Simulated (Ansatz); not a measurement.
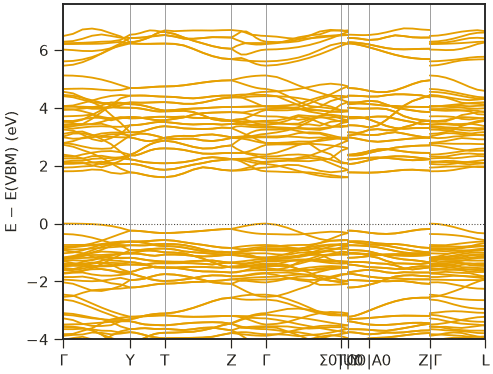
Fig. 1. Band structure from the program Ansatz at the LDA level (PAW)

The gap is 1.60 eV; an edge lies off the plotted path or next to a special point (maximum at Γ, minimum on the Γ–Σ0 line, 97 % of the way from Γ).

The material is S (α-S8, Fddd).

Symmetry was held in the LDA relaxation. A crystal of weakly bound molecules computed without a dispersion correction: the cell and the soft elastic constants depend strongly on that.

Potentials: the later of the program's two PAW sets.
